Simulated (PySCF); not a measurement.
# Br4Si, SMILES `Br[Si](Br)(Br)Br`: electronic structure

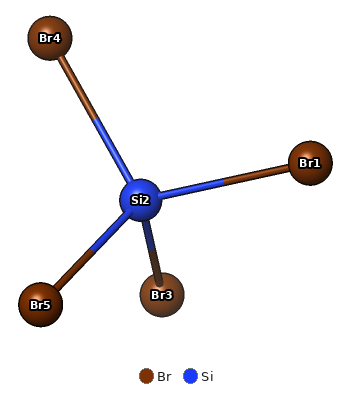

The molecule, with its atoms numbered as below. No frequency check shows the geometry to be a minimum.

Cartesian coordinates (Å):

```
Br1     -1.2757    0.0568    1.8031
Si2      0.0004    0.0003    0.0002
Br3     -1.2758   -0.0568   -1.8031
Br4      1.2756   -1.8032    0.0567
Br5      1.2758    1.8031   -0.0568
```

### 1. Bonding charge

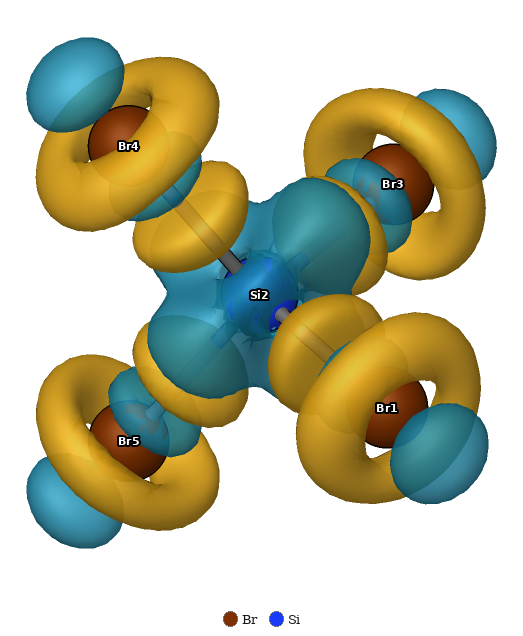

Deformation density (molecule less spherical, spin-averaged free atoms at the same positions), surfaces at ±0.04 e/Å³; yellow: gain, teal: loss.

PySCF calculation, PBE/def2-SVPD, gas phase; geometry: GFN2-xTB.

**How much density has each bond gained at its critical point, relative to the free atoms?**

Si2–Br5, Br1–Si2, Si2–Br4 and Si2–Br3: +0.07 e/Å³ at the bond critical point (bond length 2.21 Å). In all, 1.1 electrons gather in the regions of gain relative to the promolecule. A small or negative value marks a very polar bond, one between electron-rich atoms, whose free-atom densities already overlap strongly, a long bond to a heavier atom, or a closed-shell contact such as a hydrogen bond.

**Where do the Hirshfeld charges lie?**

The highest Hirshfeld charge is on Si2 (+0.25 e), the lowest on Br1, Br3, Br4 and Br5 (−0.06 e).

### 2. Bond critical points

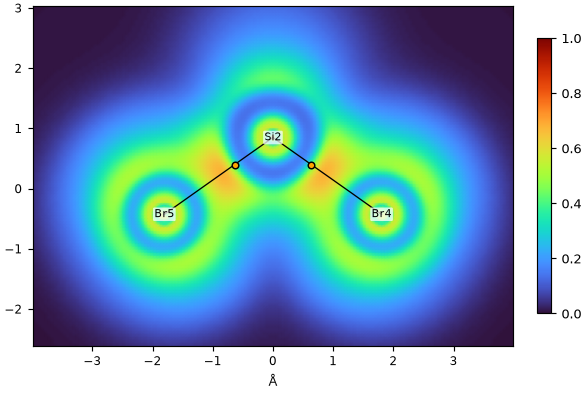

Localised orbital locator (LOL) in the plane of Si2, Br4 and Br5, with bond paths and bond critical points (dots).

**What values does LOL take at the bond critical points in this plane?**

Si2–Br5 and Si2–Br4: about 0.40. Values above 0.5 mark slow, localised electrons, as in shared pairs; low values at a critical point mark a polar or closed-shell contact whose critical point lies between the shells.

**Where along Si2–Br5 does the critical point lie?**

0.78 Å from Si2 and 1.43 Å from Br5.

### 3. Local ionisation energy

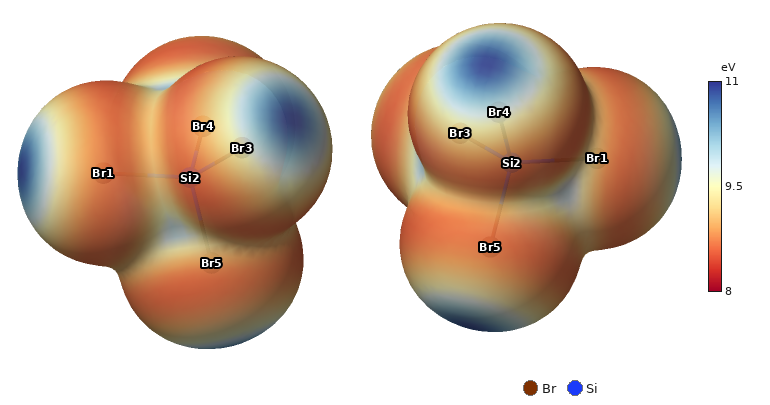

Average local ionisation energy on the surface of electron density 0.001 a.u. (back view left, front view right).

**Locate the minima of the map.**

The lowest value is 8.6 eV, 2.3 Å from Br3, and at like points elsewhere. For comparison, the highest occupied orbital lies at −7.5 eV.

**What volume does the surface enclose, and what is the dipole moment?**

About 176 Å³; the dipole moment is 0.0 D.

### 4. In an electric field

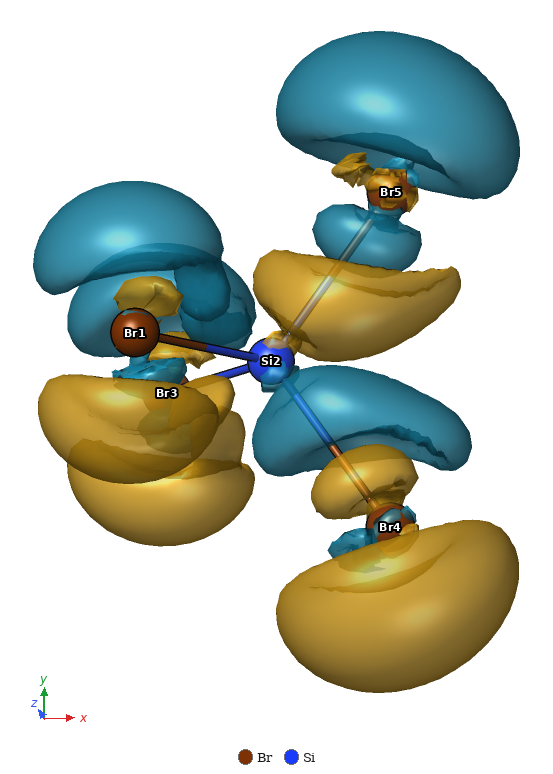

Change of the electron density in a uniform field of 0.51 V/Å, surfaces at ±0.004 e/Å³ (yellow: gain, teal: loss).

Computed with PySCF, B3LYP/def2-SVPD, geometry: GFN2-xTB.

The field was applied in both directions; the picture shows the one opposite to the script's first.

**Along which Cartesian direction does the field point?**

Along +y: electrons gather on the −y side, against the field.

**What dipole is induced, and what polarisability does it imply?**

The induced dipole is 2.84 D (along the field); α along this axis, from the fields in both directions, is 112 bohr³ (16.5 Å³).

### 5. Removing or adding an electron

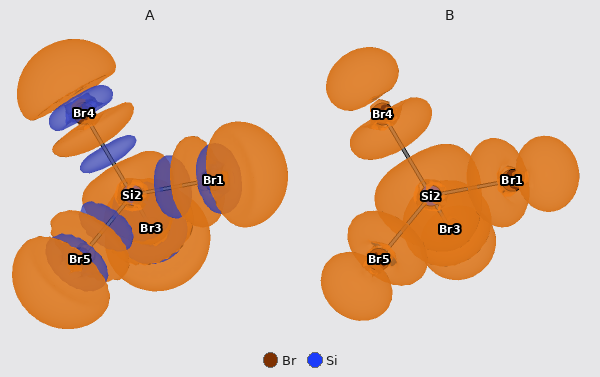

The Fukui function f⁺ from two separate SCF calculations and the density of the LUMO, at ±0.01 e/Å³ (orange positive, blue negative).

Method: CAM-B3LYP/def2-SVP; geometry: GFN2-xTB; program: PySCF.

**Which panel is which, and how good is the frozen-orbital picture?**

A is f⁺ (it has negative regions), B the LUMO density. The LUMO lies on Si2 (30 %) and Br1, Br3, Br4 and Br5 (18 % each); f⁺ (Hirshfeld-condensed) is largest on Br1, Br3, Br4 and Br5 (0.22 each) and Si2 (0.13); the vertical electron affinity is −0.24 eV (the stability of the anion's solution wasn't checked; negative, but this basis has no diffuse functions, so it doesn't show that the anion is unbound). Relaxation shifts 17 % of the electron between atoms. The orbital energy is −0.52 eV.

### 6. Localised orbitals

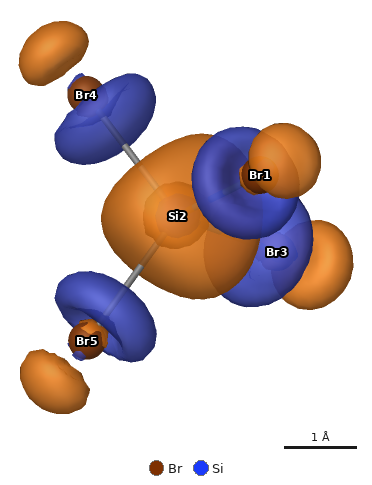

Intrinsic bond orbitals (IBO), occupied and valence-virtual; each surface holds about 70 % of the orbital's density. Energies are diagonal elements of the Fock matrix.

Level of theory: ωB97X/cc-pVTZ (PySCF), at a geometry from GFN2-xTB.

**What does this orbital represent?**

Antibonding multicentre orbital mainly over Si2, Br3, Br4 and Br1 and further atoms (Si2 48 %, Br3 17 %, Br4 12 %; 1.0 eV).
